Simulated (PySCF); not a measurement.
# GeH3 (SMILES [GeH3]): ROCCSD(T)/STO-6G

What is the vertical doublet–quartet gap of GeH3 at ROCCSD(T)/STO-6G? 

Program for the calculation: PySCF 2.14.0.

12 further runs of the same task are left out: 2 that didn't finish, 10 set aside as unsound or not needed.

### Step 1. Starting point

The species is GeH3 (4 atoms), meant as a doublet with charge 0. SMILES: `[GeH3]`. The shape is that of a PBE0-D4/def2-TZVP optimisation.

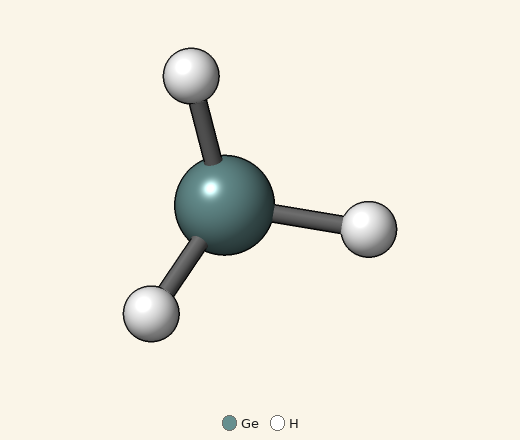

Viewed from a chosen angle; germanium teal, hydrogen white.

### Step 2. The energy at ROCCSD(T)/STO-6G

Contents of geometry.xyz:

```xyz
4
GeH3
Ge     0.214600    -0.125900    -0.249400
H      1.055000     0.109600     1.018300
H     -0.882800    -1.175900    -0.000100
H     -0.386800     1.192200    -0.768800
```

Contents of input.py:

```python
from pyscf import gto, cc

system = gto.M(
    atom='geometry.xyz',
    max_memory=1860,
    basis='sto-6g',
    charge=0,
    spin=1,
    verbose=4,
)

calc0 = system.ROHF()
calc0.conv_tol = 1e-10
calc0.kernel()
if not calc0.converged:
    calc0 = calc0.newton().run(calc0.mo_coeff, calc0.mo_occ)

mycc = cc.CCSD(calc0, frozen=9)
mycc.kernel()
e_t = mycc.ccsd_t()
e_tot = mycc.e_tot + e_t
print('E = %.10f Eh' % e_tot)
```

Launch:

```console
OMP_NUM_THREADS=1 python input.py
```

Log:

```text
PySCF version 2.14.0

[INPUT] num. atoms = 4
[INPUT] num. electrons = 35
[INPUT] charge = 0
[INPUT] spin (= nelec alpha-beta = 2S) = 1
[INPUT] symmetry False subgroup None
[INPUT] Mole.unit = angstrom
[INPUT] Symbol           X                Y                Z      unit          X                Y                Z       unit  Magmom
[INPUT]  1 Ge     0.214600000000  -0.125900000000  -0.249400000000 AA    0.405535226332  -0.237916519083  -0.471297695467 Bohr   0.0
[INPUT]  2 H      1.055000000000   0.109600000000   1.018300000000 AA    1.993661061416   0.207113983252   1.924308112645 Bohr   0.0
[INPUT]  3 H     -0.882800000000  -1.175900000000  -0.000100000000 AA   -1.668250222766  -2.222128949876  -0.000188972612 Bohr   0.0
[INPUT]  4 H     -0.386800000000   1.192200000000  -0.768800000000 AA   -0.730946064982   2.252931485706  -1.452821444566 Bohr   0.0

[... 42 lines left out ...]
converged SCF energy = -2065.97521674845
[... 1 line left out ...]
WARN: RCCSD method does not support ROHF method. ROHF object is converted to UHF object and UCCSD method is called.
[... 12 lines left out ...]
Init t2, MP2 energy = -0.0339279214651154
[... 12 lines left out ...]
UCCSD converged
[... 2 lines left out ...]
E = -2066.0288428337 Eh
```

It took 0.88 s on 1 thread of Arm Neoverse V2, shared host; peak memory 0.12 GiB.

### Step 3. The quartet

Edit geometry.xyz of step 2 so:

```diff
@@ -1,3 +1,3 @@
 4
-GeH3
+
 Ge     0.214600    -0.125900    -0.249400
```

Contents of calc.py:

```python
from pyscf import gto, cc

molecule = gto.M(
    atom='geometry.xyz',
    spin=3,
    basis='sto-6g',
    verbose=3,
    charge=0,
    max_memory=1860,
)

hf = molecule.ROHF()
hf.conv_tol = 1e-10
hf.kernel()
if not hf.converged:
    hf = hf.newton().run(hf.mo_coeff, hf.mo_occ)

mycc = cc.CCSD(hf, frozen=9)
mycc.kernel()
e_t = mycc.ccsd_t()
energy = mycc.e_tot + e_t
print(f'total energy: {energy:.8f} hartree')
```

Launch:

```console
OMP_NUM_THREADS=1 python calc.py
```

Log:

```text
converged SCF energy = -2065.55092997017

WARN: RCCSD method does not support ROHF method. ROHF object is converted to UHF object and UCCSD method is called.

E(UCCSD) = -2065.593067281238  E_corr = -0.04213731106617502
UCCSD(T) correction = -0.000441382070020983
total energy: -2065.59350866 hartree
```

Wall time 1 s (1 thread of Arm Neoverse V2, shared host); peak memory 0.12 GiB.

### Step 4. Summary of results

Level: ROCCSD(T)/STO-6G, 9 core orbitals frozen.

| quantity | value |
| --- | --- |
| doublet: total energy | -2066.02884 Eh |
| doublet: dipole moment (Hartree–Fock density) | 0.49 D |
| doublet: correlation energy (9 core orbitals frozen) | -53.6 mEh |
| doublet: (T) correction | -0.41 mEh |
| doublet: ⟨S²⟩ of the reference determinant | 0.750 |
| doublet: T1 diagnostic | 0.007 |
| quartet: total energy | -2065.59351 Eh |
| quartet: dipole moment (Hartree–Fock density) | 0.83 D |
| quartet: correlation energy (9 core orbitals frozen) | -42.6 mEh |
| quartet: (T) correction | -0.44 mEh |
| quartet: ⟨S²⟩ of the reference determinant | 3.750 |
| quartet: T1 diagnostic | 0.013 |
| vertical energy of the quartet above the doublet | 11.846 eV |

In words: At this shape the quartet lies 11.85 eV (1143 kJ/mol) above the doublet. In a minimal basis such a difference can be off by several eV, whatever the method. The triples (doublet) make up 0.8 % of the correlation energy. The triples (quartet) make up 1.0 % of the correlation energy.
